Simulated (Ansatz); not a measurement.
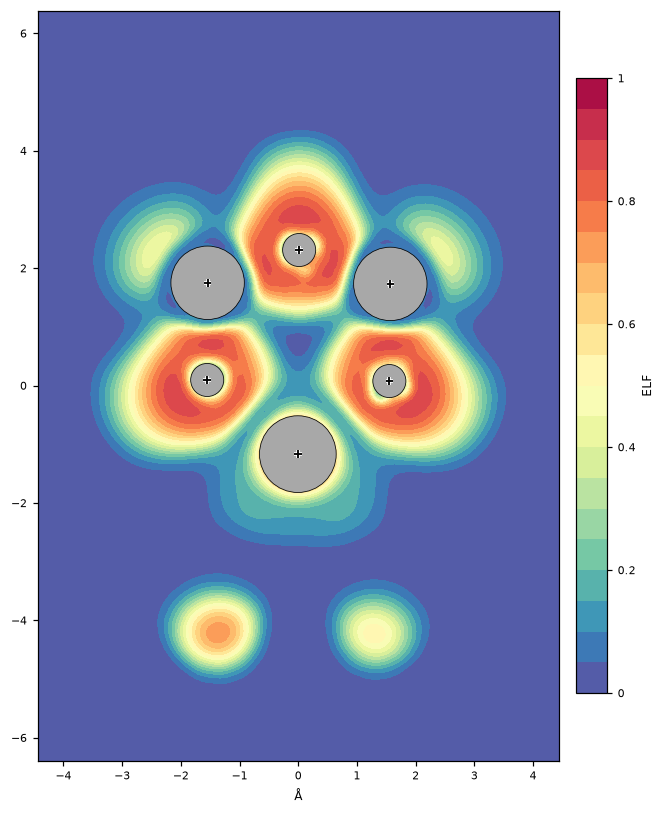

The ELF on a plane through atoms (crosses mark nuclei in the plane; grey discs cover the cores).

All numbers below come from RKS PBE0-D4/def2-TZVP (Ansatz).

Candidates:
A. C8H14O6Si
B. C4H16N2O3Si2Sn
C. GeH8Si2

### Which candidate gave the map?

Candidate B: C4H16N2O3Si2Sn on the plane of atoms Sn1, O12 and Si11, which holds Sn, O and Si. Si–O (1.66 Å): the ELF peaks at about 0.85 between the atoms; a polar covalent bond. Sn–O (1.99 Å): the ELF peaks at about 0.80 in the valence shell of O, 0.6 Å from its nucleus, and drops to about 0.15 between the two atoms.
